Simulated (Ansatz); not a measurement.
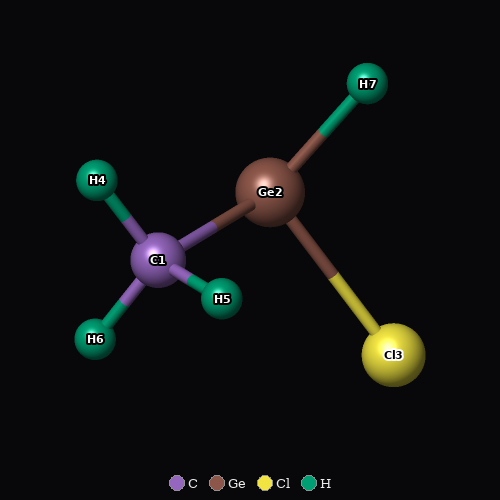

The system is CH4ClGe, SMILES [CH3][GeH][Cl], spin multiplicity 2; the picture shows the reference structure. First axis: umbrella angle at Ge2 (between each of its bonds and their common axis; 90 is planar). Second axis: change of the bonds Ge2–C1, Ge2–Cl3, Ge2–H7, all alike. Nothing is relaxed (all other coordinates rigid). The scan uses a 15 × 15 grid. Points are written as (first, second). Energies are in kJ/mol, from the relaxed molecule at the same level. Computed with UKS PBE0-D4/def2-TZVP (Ansatz 0.2.0).

Its coordinates:

| atom | x (Å) | y (Å) | z (Å) |
| --- | --- | --- | --- |
| C | -0.6697 | 0.4917 | -0.3657 |
| Ge | 0.9872 | -0.5372 | -0.2095 |
| Cl | 0.5788 | -2.2023 | 1.1185 |
| H | -0.5016 | 1.3669 | -0.9948 |
| H | -0.9764 | 0.8125 | 0.6321 |
| H | -1.4527 | -0.1266 | -0.8025 |
| H | 2.1276 | 0.2684 | 0.4695 |

Range: umbrella angle at Ge2 (between each of its bonds and their common axis; 90 is planar) from 57.5 to 122.5°; change of the bonds Ge2–C1, Ge2–Cl3, Ge2–H7, all alike from −0.208 to 0.322 Å.

Predict the map.

The lowest grid point is at (108.6°, −0.019 Å), 1.6 kJ/mol from the relaxed molecule at the same level. There is a further well near (71.4°, 0.019 Å) (3.4 kJ/mol above the lowest at that grid point). The highest grid point, (90.0°, 0.322 Å), lies 246 kJ/mol above the lowest. On the interpolated surface the easiest way out of the lowest well to the well at about (70°, 0.00 Å) passes a barrier of about 61 kJ/mol. Round the minimum the two coordinates are weakly coupled (coupling −0.12 in units of the two stiffnesses).

```csv
"second ↓, first →",57.5,62.2,66.8,71.4,76.1,80.7,85.4,90.0,94.6,99.3,103.9,108.6,113.2,117.8,122.5
0.322,168,151,145,148,161,182,212,247,213,182,160,147,144,149,165
0.284,144,126,120,122,135,157,188,217,189,157,135,122,118,124,141
0.246,122,103,95,98,111,133,164,188,165,133,110,97,94,101,119
0.208,103,82,73,75,88,110,141,161,141,110,87,74,71,79,98
0.170,85,63,53,54,67,89,118,135,118,89,66,53,50,59,81
0.132,71,46,35,36,49,70,97,112,97,70,48,35,33,42,66
0.095,61,34,22,22,34,54,80,93,80,54,32,20,18,29,54
0.057,54,25,12,11,22,42,66,77,65,41,20,8,8,20,47
0.019,54,22,7,5,15,34,56,66,55,33,13,2,3,16,46
−0.019,60,25,8,5,14,32,52,61,51,30,12,2,3,19,51
−0.057,74,36,17,13,20,37,55,63,54,35,17,8,12,29,64
−0.095,97,56,35,29,35,50,67,74,66,48,31,24,28,48,85
−0.132,131,86,62,54,59,73,88,94,86,70,55,48,55,76,117
−0.170,178,129,102,92,96,107,121,127,119,104,90,86,94,118,163
−0.208,240,187,157,145,146,156,168,173,166,152,140,137,147,174,223
```

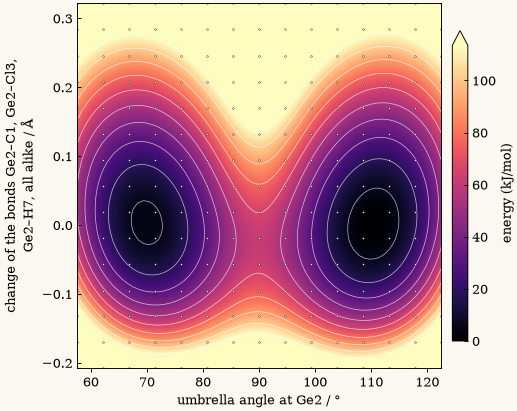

Drawn: a smooth colour map with a few white contour lines, dots at the grid points, one colour for all values above the top of the scale. Between grid points the surface is interpolated.

The whole map (225 points run) took 20 min on 1 thread of Intel(R) Xeon(R) 6975P-C (Granite Rapids) (shared host).
